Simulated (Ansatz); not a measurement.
# What a change does: single-point calculation on SiN$_{3}$H$_{7}$O

System: SiN$_{3}$H$_{7}$O, SMILES N[Si](N)(N)O.
Method of run 1: RKS B2PLYP (frozen core)/def2-TZVPP (Ansatz 0.2.0).

The geometry comes from this level: PBE0-D4/def2-TZVP. Text and figures count atoms from 1; the logs count them from 0 in places.

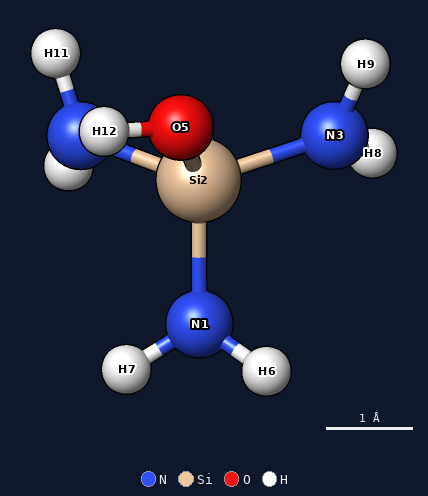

The structure (ball-and-stick view, seen on its broad side; atoms are numbered from 1 in the order of the input). Bond lengths as drawn: H–N 1.00 to 1.01 Å, H–O 0.96 Å, N–Si 1.71 to 1.72 Å and O–Si 1.65 Å.

**Input, run 1**
```yaml
crystal:
  periodic: [false, false, false]
  atoms:
    - {symbol: N, position_ang: [-0.804956, 1.399737, -0.228383]}
    - {symbol: Si, position_ang: [0.117968, 0.016612, 0.152765]}
    - {symbol: N, position_ang: [-0.895555, -0.951207, 1.125022]}
    - {symbol: N, position_ang: [0.710371, -0.483340, -1.382851]}
    - {symbol: O, position_ang: [1.455374, 0.134642, 1.113213]}
    - {symbol: H, position_ang: [-1.378012, 1.830607, 0.477305]}
    - {symbol: H, position_ang: [-0.487183, 2.063116, -0.914470]}
    - {symbol: H, position_ang: [-1.813965, -1.223763, 0.821803]}
    - {symbol: H, position_ang: [-0.498765, -1.602379, 1.780337]}
    - {symbol: H, position_ang: [0.076739, -0.514028, -2.165525]}
    - {symbol: H, position_ang: [1.371568, -1.241813, -1.432927]}
    - {symbol: H, position_ang: [2.223418, 0.516815, 0.687611]}
basis:
  gaussian: {orbitals: def2-TZVPP}
hamiltonian: {xc: {name: B2PLYP}}
```

Launched with:
```bash
ansatz run in.yaml --threads 4 --pin off --events-out ev --progress --plain --max-ram 10444MiB
```

Hardware: 4 threads of Arm Neoverse V1, 23 GiB of memory available, shared host.

**Output (run 1)**
```
Functional definition: B2PLYP
  parameter a = 0.53
  parameter c = 0.27
  exchange = (1 - a)*b88_x + a*exact_x
  correlation = (1 - c)*lyp_c + c*(mp2_os + mp2_ss)
1553 factors; integrals over basis functions are off by at most 9.9e-4 eV
mean field evaluation 1: about -14486.4642 eV, gradient 8.7e1 eV
mean field evaluation 2: about -14486.5894 eV, gradient 8.7e1 eV
mean field evaluation 4: about -14499.6634 eV, gradient 3.9e0 eV
mean field evaluation 8: about -14499.7146 eV, gradient 4.3e-1 eV
mean field evaluation 16: about -14499.7149 eV, gradient 9.5e-5 eV
mean field -14499.71491438 eV, -532.8546948437 hartree, gradient 5.3e-6 eV, S^2 0.000000; 0 other end points of the search recorded, 0 dependent functions left out
9 core orbitals not correlated: weight in the atoms' cores, before any rotation towards them, 1.000 or more for the frozen orbitals, at most 0.000 for the correlated occupied ones
reference -14499.71507985 eV, -532.8547009248 hartree; 16, 16 occupied and 239, 239 virtual orbitals, 1553 factors
second order -32.83467907 eV of doubles, -0.00000000 eV of singles
Total energy: -14508.58044320 eV, -533.1804970187 hartree
```

For run 2 the input was changed thus:
```diff
-  gaussian: {orbitals: def2-TZVPP}
-hamiltonian: {xc: {name: B2PLYP}}
+  gaussian: {orbitals: cc-pVTZ-DK}
+hamiltonian: {xc: {name: B97}}
```

Predict how the results change.

The total energies belong to different models, so their difference says nothing on which is more stable or more accurate. The functional changes from B2PLYP to B97. The basis functions go from 264 to 252.

**Output (run 2)**
```
Functional definition: B97
  parameter cx = 0.1943
  parameter cx0 = 0.8094
  parameter cx1 = 0.5073
  parameter cx2 = 0.7481
  parameter css0 = 0.1737
  parameter css1 = 2.3487
  parameter css2 = -2.4868
  parameter cos0 = 0.9454
  parameter cos1 = 0.7471
  parameter cos2 = -4.5961
  exchange = spin_sum(e_x_unif_s*poly(b97_u_x, cx0, cx1, cx2)) + cx*exact_x
  correlation = spin_sum(e_c_pw_same_spin*poly(b97_u_same, css0, css1, css2))
      + integral(e_c_pw_opposite_spin*poly(b97_u_opposite, cos0, cos1, cos2))
1406 factors; their error is unknown
mean field evaluation 1: about -14513.3879 eV, gradient 1.1e2 eV
mean field evaluation 2: about -14494.0442 eV, gradient 1.4e2 eV
mean field evaluation 4: about -14532.9246 eV, gradient 5.9e0 eV
mean field evaluation 8: about -14532.9837 eV, gradient 5.3e-2 eV
mean field evaluation 16: about -14532.9930 eV, gradient 1.5e-4 eV
mean field -14532.99297759 eV, -534.0776411101 hartree, gradient 1.7e-5 eV, S^2 0.000000; 0 other end points of the search recorded, 0 dependent functions left out
reference -14532.99300399 eV, -534.0776420802 hartree; 25, 25 occupied and 227, 227 virtual orbitals, 1406 factors
Total energy: -14532.99300399 eV, -534.0776420802 hartree
Relativity: scalar
```

**The two runs side by side**

```csv
quantity,run 1,run 2
outcome,converged,converged
total energy (hartree),−533.180497,−534.077642
basis functions,264,252
wall time (shared host),6 s,5.5 s
```
